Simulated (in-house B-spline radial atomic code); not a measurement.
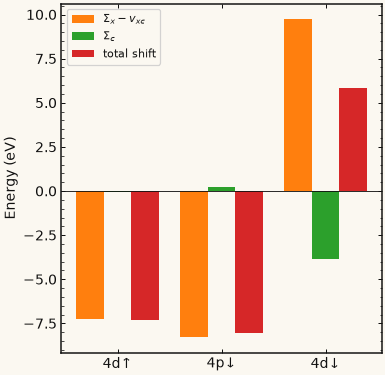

Parts of the G₀W₀ correction to each level for Rh⁴⁺ ([Kr] 4d⁵). All-electron spherical atom, scalar X2C, PBE with 10 % exact exchange start, no spin-orbit coupling, Breit or QED terms; computed with a B-spline radial code. The quasi-particle equation is solved at full frequency; levels of low quasi-particle weight Z are left out.

How does G₀W₀ correct the levels?

G₀W₀ moves the highest occupied level, 4d↑, from −57.25 to −64.54 eV (renormalisation factor Z = 0.95). The empty level 4d↓ goes from −50.87 to −45.02 eV.

```json
{"Level": "4d↑", "Mean field (eV)": "−57.25", "Σx − vxc (eV)": "−7.24", "Σc (eV)": "−0.06", "Z": "0.95", "G₀W₀ (eV)": "−64.54"}
{"Level": "4p↓", "Mean field (eV)": "−100.55", "Σx − vxc (eV)": "−8.25", "Σc (eV)": "0.20", "Z": "0.93", "G₀W₀ (eV)": "−108.61"}
{"Level": "4d↓", "Mean field (eV)": "−50.87", "Σx − vxc (eV)": "9.72", "Σc (eV)": "−3.88", "Z": "0.95", "G₀W₀ (eV)": "−45.02"}
```
